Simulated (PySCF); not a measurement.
# C5H2FN: a tour of settings, part 2 of 2

PySCF 2.14.0. Atoms count from 0.

## Step 4: Spin-spin couplings: KT2/pcSseg-0

The job: settings as JSON, then the geometry in Å.

```
{"job": {"kind": "j", "xc": "KT2", "basis": "pcSseg-0"}, "charge": 0, "multiplicity": 1}
N      2.945144     1.018880    -0.352505
C      2.072439     0.310102    -0.123423
C      1.019313    -0.576240     0.161375
C     -0.250010    -0.209931     0.065042
C     -1.686717    -0.473210     0.163734
C     -1.289042     0.733447    -0.210775
F     -1.624740     1.939281    -0.575349
H      1.294918    -1.576456     0.463519
H     -2.467743    -1.159880     0.383202
```

Level: KT2/pcSseg-0 indirect spin-spin coupling, non-relativistic, gas phase.

Log:

```text
coarse grid: 8824 points
cycle   1  E = -350.9294541374  dE =  1.311e+00  |g| = 6.448e-01  |ddm| = 3.863e+00
cycle   2  E = -350.4074822935  dE =  5.220e-01  |g| = 1.611e+00  |ddm| = 2.868e+00
cycle   3  E = -351.0143121666  dE = -6.068e-01  |g| = 2.691e-01  |ddm| = 2.059e+00
cycle   4  E = -351.0299999182  dE = -1.569e-02  |g| = 1.049e-01  |ddm| = 3.802e-01
cycle   5  E = -351.0322726548  dE = -2.273e-03  |g| = 4.040e-02  |ddm| = 1.536e-01
cycle   6  E = -351.0326667326  dE = -3.941e-04  |g| = 1.119e-02  |ddm| = 6.238e-02
cycle   7  E = -351.0326955108  dE = -2.878e-05  |g| = 3.765e-03  |ddm| = 1.596e-02
cycle   8  E = -351.0326992955  dE = -3.785e-06  |g| = 9.125e-04  |ddm| = 5.815e-03
final grid: 89384 points
cycle   9  E = -351.0156566034  dE =  8.983e-05  |g| = 3.538e-02  |ddm| = 5.081e-02
cycle  10  E = -351.0149147722  dE =  7.418e-04  |g| = 7.294e-02  |ddm| = 1.119e-01
cycle  11  E = -351.0158425753  dE = -9.278e-04  |g| = 1.054e-02  |ddm| = 8.441e-02
cycle  12  E = -351.0158728283  dE = -3.025e-05  |g| = 2.234e-03  |ddm| = 1.476e-02
cycle  13  E = -351.0158738215  dE = -9.932e-07  |g| = 7.377e-04  |ddm| = 2.799e-03
cycle  14  E = -351.0158739450  dE = -1.235e-07  |g| = 2.132e-04  |ddm| = 8.583e-04
cycle  15  E = -351.0158739549  dE = -9.909e-09  |g| = 5.454e-05  |ddm| = 2.765e-04
cycle  16  E = -351.0158739558  dE = -8.193e-10  |g| = 1.285e-05  |ddm| = 8.510e-05
converged SCF energy = -351.0158739558

Indirect spin-spin couplings (Hz)
  i      j    bonds     total        FC       PSO       DSO        SD
  0 N    1 C    1    -45.272   -41.937     1.800    -0.031    -5.104
  0 N    2 C    2     11.346    10.384     0.543     0.066     0.354
  0 N    3 C    3     -6.624    -6.558     0.559     0.030    -0.656
  0 N    4 C    4     -0.456    -0.381     0.146     0.031    -0.251
  0 N    5 C    4      1.120     1.069     0.074     0.011    -0.034
  0 N    6 F    5      0.557     0.849    -0.169     0.033    -0.156
  0 N    7 H    3     -3.628    -3.800    -0.159     0.210     0.121
  0 N    8 H    5      0.571     0.382     0.035     0.114     0.040
  1 C    2 C    1    148.490   150.077    -2.189     0.263     0.340
  1 C    3 C    2    -12.252   -12.061     0.093     0.022    -0.306
  1 C    4 C    3     13.745    13.822     0.057    -0.062    -0.072
  1 C    5 C    3     14.372    14.429    -0.070     0.019    -0.006
  1 C    6 F    4     11.513    11.843    -0.265    -0.012    -0.054
  1 C    7 H    2     -8.176    -7.928    -0.140    -0.188     0.080
  1 C    8 H    4      1.756     1.845     0.113    -0.271     0.069
  2 C    3 C    1    200.736   204.227    -5.971     0.256     2.224
  2 C    4 C    2     -2.015    -1.553    -1.391    -0.081     1.011
  2 C    5 C    2    -17.753   -16.467    -1.192    -0.056    -0.039
  2 C    6 F    3     -7.965    -5.764    -1.574    -0.241    -0.386
  2 C    7 H    1    189.271   187.052     1.289     0.977    -0.046
  2 C    8 H    3     -3.569    -2.933    -0.200    -0.349    -0.087
  3 C    4 C    1     43.115    45.762    -1.730     0.213    -1.130
  3 C    5 C    1     47.550    50.314    -2.411     0.296    -0.649
  3 C    6 F    2     23.381    27.522    -2.420    -0.314    -1.407
  3 C    7 H    2     -8.250    -6.947    -0.911    -0.327    -0.065
  3 C    8 H    2     -2.277    -2.118     0.107    -0.585     0.320
  4 C    5 C    1     89.892    91.919    -5.083     0.257     2.798
  4 C    6 F    2     12.828    37.139   -32.718    -0.466     8.873
  4 C    7 H    3      7.415     7.727    -0.172    -0.180     0.040
  4 C    8 H    1    244.981   244.044    -0.233     0.779     0.392
  5 C    6 F    1   -775.238  -722.544   -44.671     1.044    -9.066
  5 C    7 H    3     21.566    22.101    -0.124    -0.405    -0.005
  5 C    8 H    2    -14.162   -13.719     0.100    -0.687     0.144
  6 F    7 H    4     11.556    13.073    -0.532    -1.357     0.372
  6 F    8 H    3    -12.212    -6.636    -4.412    -1.673     0.508
  7 H    8 H    4      1.747     2.247     0.238    -0.679    -0.060
```

Run time: 20 s. Hardware: 1 thread of AMD EPYC, shared host; peak memory 0.45 GiB.

The basis is not made for couplings: without tight functions at the nuclei these values are rough.

A choice of the couplings up to four bonds, sorted by the number of bonds; isotopes 13C, 19F, 1H, 15N:

| pair | bonds | J (Hz) | Fermi contact (Hz) | dihedral (°) |
| --- | --- | --- | --- | --- |
| C5–F6 | 1 | -775.2 | -722.5 | – |
| C4–H8 | 1 | 245.0 | 244.0 | – |
| C2–C3 | 1 | 200.7 | 204.2 | – |
| C2–H7 | 1 | 189.3 | 187.1 | – |
| C1–C2 | 1 | 148.5 | 150.1 | – |
| C4–C5 | 1 | 89.9 | 91.9 | – |
| C3–C5 | 1 | 47.5 | 50.3 | – |
| N0–C1 | 1 | -45.3 | -41.9 | – |
| C3–C4 | 1 | 43.1 | 45.8 | – |
| C3–F6 | 2 | 23.4 | 27.5 | – |
| C2–C5 | 2 | -17.8 | -16.5 | – |
| C5–H8 | 2 | -14.2 | -13.7 | – |
| C4–F6 | 2 | 12.8 | 37.1 | – |
| C1–C3 | 2 | -12.3 | -12.1 | – |
| N0–C2 | 2 | 11.3 | 10.4 | – |
| C3–H7 | 2 | -8.2 | -6.9 | – |
| C1–H7 | 2 | -8.2 | -7.9 | – |
| C3–H8 | 2 | -2.3 | -2.1 | – |
| C5–H7 | 3 | 21.6 | 22.1 | -180 |
| C1–C5 | 3 | 14.4 | 14.4 | 0 |
| C1–C4 | 3 | 13.7 | 13.8 | -180 |
| F6–H8 | 3 | -12.2 | -6.6 | 0 |
| C2–F6 | 3 | -8.0 | -5.8 | 0 |
| C4–H7 | 3 | 7.4 | 7.7 | 0 |
| N0–C3 | 3 | -6.6 | -6.6 | – |
| N0–H7 | 3 | -3.6 | -3.8 | – |
| C2–H8 | 3 | -3.6 | -2.9 | 0 |
| F6–H7 | 4 | 11.6 | 13.1 | – |
| C1–F6 | 4 | 11.5 | 11.8 | – |
| C1–H8 | 4 | 1.8 | 1.8 | – |
| H7–H8 | 4 | 1.7 | 2.2 | – |
| N0–C5 | 4 | 1.1 | 1.1 | – |

Quadrupole couplings from the field gradients of the same density:

| atom | isotope | eQq/h (MHz) | η |
| --- | --- | --- | --- |
| N0 | 14N | -4.242 | 0.30 |

Shifts (PBE0/pcSseg-1, scaled to CDCl3) and these couplings together give the proton spectrum at 600 MHz below.

1H NMR δ 6.18 (dd, J = 12.2, 1.7 Hz, 1H), 4.13 (dd, J = 11.6, 1.7 Hz, 1H).

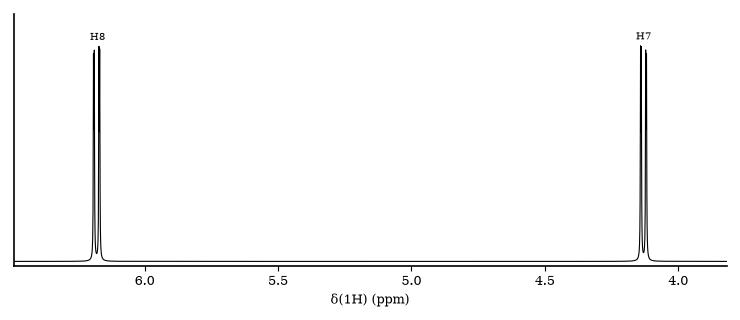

Simulated proton spectrum at 600 MHz, by exact diagonalisation of each spin system; lines 1.2 Hz wide, exchangeable protons uncoupled.

## Step 5: NMR shieldings: PW91/6-31G*

The job, as its differences from that of step 4:

```diff
@@ -1,2 +1,2 @@
-{"job": {"kind": "j", "xc": "KT2", "basis": "pcSseg-0"}, "charge": 0, "multiplicity": 1}
+{"job": {"kind": "nmr", "xc": "PW91", "basis": "6-31G*", "pop": true, "scf": {"level_shift": 0.2}}, "charge": 0, "multiplicity": 1}
 N      2.945144     1.018880    -0.352505
```

Level: GIAO PW91/6-31G* NMR shielding, non-relativistic, gas phase.

Log:

```text
final grid: 89384 points
cycle   1  E = -345.9316509212  dE =  1.278e+00  |g| = 6.969e-01  |ddm| = 3.563e+00
cycle   2  E = -345.7878404764  dE =  1.438e-01  |g| = 1.147e+00  |ddm| = 1.836e+00
cycle   3  E = -346.0267569056  dE = -2.389e-01  |g| = 3.160e-01  |ddm| = 7.139e-01
cycle   4  E = -346.0519356996  dE = -2.518e-02  |g| = 9.016e-02  |ddm| = 3.592e-01
cycle   5  E = -346.0541557862  dE = -2.220e-03  |g| = 1.348e-02  |ddm| = 1.140e-01
cycle   6  E = -346.0542315044  dE = -7.572e-05  |g| = 7.944e-03  |ddm| = 2.564e-02
cycle   7  E = -346.0542463142  dE = -1.481e-05  |g| = 3.480e-03  |ddm| = 1.024e-02
cycle   8  E = -346.0542491938  dE = -2.880e-06  |g| = 9.738e-04  |ddm| = 4.628e-03
cycle   9  E = -346.0542494609  dE = -2.671e-07  |g| = 2.271e-04  |ddm| = 1.693e-03
cycle  10  E = -346.0542494808  dE = -1.985e-08  |g| = 6.000e-05  |ddm| = 4.896e-04
cycle  11  E = -346.0542494827  dE = -1.887e-09  |g| = 3.839e-05  |ddm| = 1.604e-04
cycle  12  E = -346.0542494832  dE = -5.025e-10  |g| = 1.345e-05  |ddm| = 5.983e-05
level shift removed, Fock matrix diagonalised once more
converged SCF energy = -346.0542494832

GIAO shielding tensors (ppm)
atom      isotropic    diamagn.    paramagn.     s11        s22        s33       span
  0 N       -1.791     346.341    -348.132   -147.723   -102.072    244.422    392.146
  1 C       88.998     255.811    -166.813     -7.470     -7.447    281.910    289.380
  2 C      141.186     268.213    -127.027     93.753    149.837    179.967     86.214
  3 C       68.413     246.681    -178.269    -37.844     61.918    181.164    219.008
  4 C       92.142     262.580    -170.438      9.345     88.312    178.769    169.424
  5 C       40.920     259.824    -218.904    -33.880     63.144     93.495    127.375
  6 F      273.110     471.272    -198.162     91.434    230.231    497.665    406.231
  7 H       28.392      29.611      -1.219     24.152     29.920     31.106      6.954
  8 H       26.328      29.132      -2.805     24.828     26.109     28.045      3.217
```

Wall time 29 s (1 thread of AMD EPYC, shared host); peak memory 0.45 GiB.

In short: δ C5 150.8, C3 123.3, C1 102.7, C4 99.5, H8 5.99, H7 3.93 ppm.

## Step 6: NMR shieldings: PBE/3-21G in chloroform

The job, as its differences from that of step 5:

```diff
@@ -1,2 +1,2 @@
-{"job": {"kind": "nmr", "xc": "PW91", "basis": "6-31G*", "pop": true, "scf": {"level_shift": 0.2}}, "charge": 0, "multiplicity": 1}
+{"job": {"kind": "nmr", "xc": "PBE", "basis": "3-21G", "solvent": "chloroform", "pop": false}, "charge": 0, "multiplicity": 1}
 N      2.945144     1.018880    -0.352505
```

Level: GIAO PBE/3-21G NMR shielding, non-relativistic, IEF-PCM chloroform.

Log:

```text
coarse grid: 8824 points
cycle   1  E = -343.7680213568  dE =  1.140e+00  |g| = 5.480e-01  |ddm| = 3.984e+00
cycle   2  E = -343.4615546433  dE =  3.065e-01  |g| = 1.251e+00  |ddm| = 2.270e+00
cycle   3  E = -343.8320866842  dE = -3.705e-01  |g| = 2.120e-01  |ddm| = 1.533e+00
cycle   4  E = -343.8408781863  dE = -8.792e-03  |g| = 9.497e-02  |ddm| = 2.932e-01
cycle   5  E = -343.8427136128  dE = -1.835e-03  |g| = 2.931e-02  |ddm| = 1.358e-01
cycle   6  E = -343.8429051720  dE = -1.916e-04  |g| = 1.058e-02  |ddm| = 4.281e-02
cycle   7  E = -343.8429326728  dE = -2.750e-05  |g| = 1.475e-03  |ddm| = 1.325e-02
cycle   8  E = -343.8429329955  dE = -3.228e-07  |g| = 9.310e-04  |ddm| = 2.973e-03
final grid: 89384 points
cycle   9  E = -343.8876673583  dE = -2.909e-05  |g| = 9.113e-03  |ddm| = 2.556e-02
cycle  10  E = -343.8876142985  dE =  5.306e-05  |g| = 1.858e-02  |ddm| = 3.546e-02
cycle  11  E = -343.8876828907  dE = -6.859e-05  |g| = 3.186e-03  |ddm| = 2.588e-02
cycle  12  E = -343.8876851251  dE = -2.234e-06  |g| = 1.118e-03  |ddm| = 4.332e-03
cycle  13  E = -343.8876853795  dE = -2.544e-07  |g| = 2.512e-04  |ddm| = 1.020e-03
cycle  14  E = -343.8876853922  dE = -1.263e-08  |g| = 8.365e-05  |ddm| = 2.966e-04
cycle  15  E = -343.8876853939  dE = -1.794e-09  |g| = 1.497e-05  |ddm| = 1.208e-04
cycle  16  E = -343.8876853940  dE = -5.241e-11  |g| = 3.509e-06  |ddm| = 1.968e-05
converged SCF energy = -343.8876853940

GIAO shielding tensors (ppm)
atom      isotropic    diamagn.    paramagn.     s11        s22        s33       span
  0 N       25.933     347.660    -321.728   -110.892    -65.127    253.817    364.709
  1 C      100.705     251.722    -151.016     10.069     11.059    280.988    270.919
  2 C      154.996     252.133     -97.138    111.990    164.910    188.087     76.097
  3 C       88.807     248.767    -159.960    -12.926     82.604    196.742    209.668
  4 C      105.035     260.727    -155.692     21.013    104.965    189.127    168.114
  5 C       62.674     244.913    -182.239     -4.472     78.830    113.664    118.136
  6 F      280.172     470.171    -189.999    105.750    232.511    502.254    396.504
  7 H       28.727      27.616       1.111     24.268     29.160     32.752      8.484
  8 H       26.195      29.896      -3.701     23.824     25.460     29.300      5.477
```

Wall time 7.6 s (1 thread of AMD EPYC, shared host); peak memory 0.45 GiB.

This run: σ C5 62.7, C3 88.8, C1 100.7, C4 105.0, H8 26.19, H7 28.73 ppm.

## Step 7: Side by side: NMR shifts

Isotropic shieldings (ppm) of some atoms, chosen among heavy atoms and hydrogens apart, with basis size and wall time:

| run | C5 | C3 | C1 | C4 | H8 | H7 | N0 | functions | time |
| --- | --- | --- | --- | --- | --- | --- | --- | --- | --- |
| PBE0/pcSseg-1 | 18.5 | 48.7 | 65.7 | 73.8 | 25.28 | 27.45 | -44.0 | 129 | 25 s |
| PW91/6-31G* | 40.9 | 68.4 | 89.0 | 92.1 | 26.33 | 28.39 | -1.8 | 102 | 29 s |
| PBE/3-21G in chloroform | 62.7 | 88.8 | 100.7 | 105.0 | 26.19 | 28.73 | 25.9 | 67 | 7.6 s |

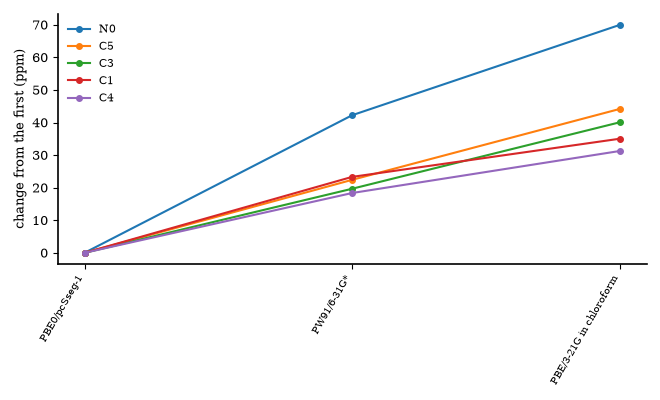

How five of the tabulated atoms move from run to run.

## Step 8: Outcome

This closing draws on all 2 parts.

| quantity | value |
| --- | --- |
| 13C shifts against TMS (PBE0/pcSseg-1) | 168.4, 138.2, 121.2, 113.1, 56.2 ppm |
| 1H shifts against TMS (PBE0/pcSseg-1) | 6.44, 4.27 ppm |
| 15N shifts against NH3 (PBE0/pcSseg-1) | 311.8 ppm |
| 19F shifts against CFCl3 (PBE0/pcSseg-1) | -106.7 ppm |
| surface potential, 1st and 99th percentile | -2.10 V and 2.13 V |
| lowest singlet (PBE0/def2-SVPD) | 4.78 eV (260 nm), f = 0.043 |
| brightest single state of those computed | state 4, 6.30 eV, f = 0.527 |
| lowest triplet | 3.57 eV |
| largest coupling of the table (KT2/pcSseg-0) | 1J(C,F) C5–F6, -775.2 Hz |
| range of the shielding of N0 | -44.0 to 25.9 ppm |

In words: Single values in the summary come from the first run of each kind that ended normally (PBE0/pcSseg-1; PBE0/def2-SVPD; KT2/pcSseg-0), which need not be the best level. At PBE0/pcSseg-1: The largest span, 453 ppm, is at N0, where the paramagnetic term is -385 ppm. At PBE0/pcSseg-1, counted by nearest atom on the grid, the HOMO lies on C2 32 %; N0 22 %, the LUMO on C4 38 %; C5 29 %. The first singlet state (HOMO→LUMO 0.95) lies at 4.78 eV and is weak; of the 6 states computed, the strongest absorption comes from state 4 at 6.30 eV. The lowest triplet lies 1.21 eV below the lowest singlet (triplets in Tamm-Dancoff, singlets in full TDDFT). Of the pairs tabulated at KT2/pcSseg-0, C5–F6 couples most strongly (-775.2 Hz; Fermi contact -722.5 Hz). In ppm, N0 moves most: its shielding spreads over 70.0 ppm, from -44.0 (PBE0/pcSseg-1) to 25.9 (PBE/3-21G in chloroform). Couplings from bases without tight functions are rough.
